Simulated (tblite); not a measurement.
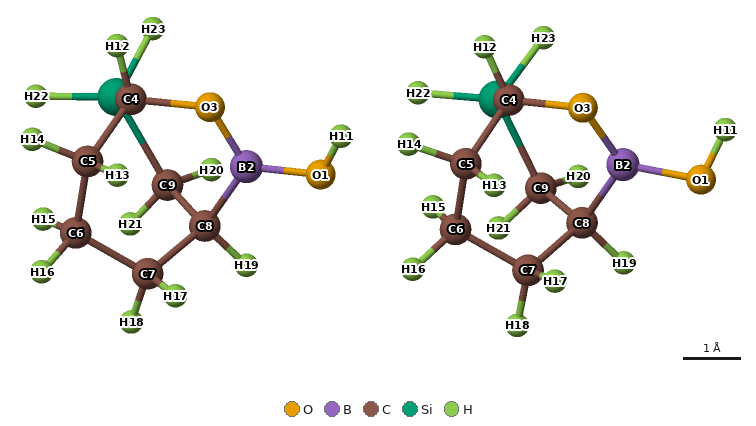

Two geometries of C6H13BO2Si, drawn at one scale. One is the start of a relaxation, the other its converged end. Style: ball-and-stick. Shown at a tilt.

Level of theory: GFN2-xTB geometry optimisation, gas phase (tblite). 

Q: Which geometry has the lower energy?

A: The left one is the relaxed one. The energy falls by 1.232 eV in 59 geometry steps. The largest move after the best rigid fit is that of an H atom, 0.41 Å. Largest moves by element: H 0.41 Å, O 0.27 Å, C 0.14 Å, Si 0.14 Å, B 0.05 Å. Near-neighbour distances that change, for instance: C–Si 2.888 → 3.101 Å, B–Si 2.903 → 3.056 Å, B–O 1.470 → 1.355 Å, C–O 1.374 → 1.429 Å. Among the angles between lasting bonds that change: B–O–H 105.9° → 114.0°, O–C–H 112.0° → 104.2°, C–Si–H 105.2° → 111.7°. Groups turn about B–O by about 40°.
